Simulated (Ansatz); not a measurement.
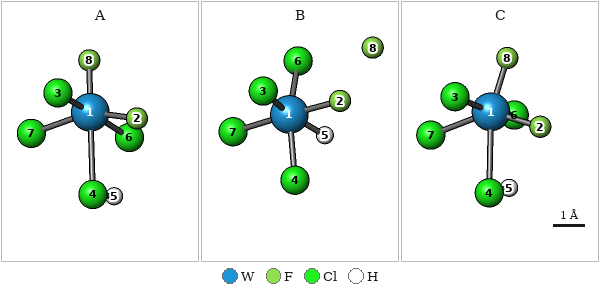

3 geometries from a converged minimum-energy path of WHCl₄F₂ (multiplicity 2), shuffled. Style: ball-and-stick. Shown from a free direction.

All numbers below come from Ansatz 0.2.0, UKS PBE/def2-SVP. Settings: 5 movable images; climbing image; force threshold 0.03 eV/Å; iteration limit 60; starting path through a guess of the saddle point.

Question: Which frame is the top of the path?

Answer: B. In order along the path, whose images run from 0 to 6: B (image 2, +13.3 kJ/mol), C (image 5, −359.4 kJ/mol), A (image 6, −412.8 kJ/mol). Breaking: W1–H5 (1.70 → 1.71 at the top → 2.93 Å). Forming: Cl4–H5 (2.52 → 2.51 at the top → 1.32 Å), W1–F8 (3.28 → 3.57 at the top → 1.86 Å).

Cost: 12 min on 4 threads of Arm Neoverse V1, on a shared host, peak memory 0.46 GiB.
